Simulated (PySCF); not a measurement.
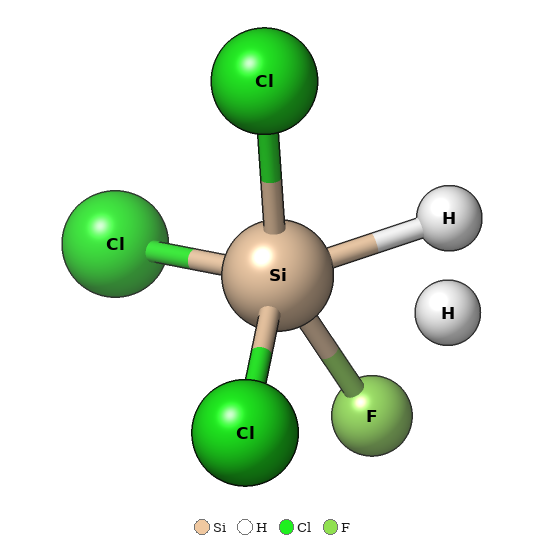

The computed structure is the end point of a PBE0-D4/def2-TZVP saddle-point search. Properties computed with RKS PBE0-D4/def2-SVP, density fitting (PySCF 2.14.0).

Q: Give the dispersion correction at this level.

A: −20.3 kJ/mol.
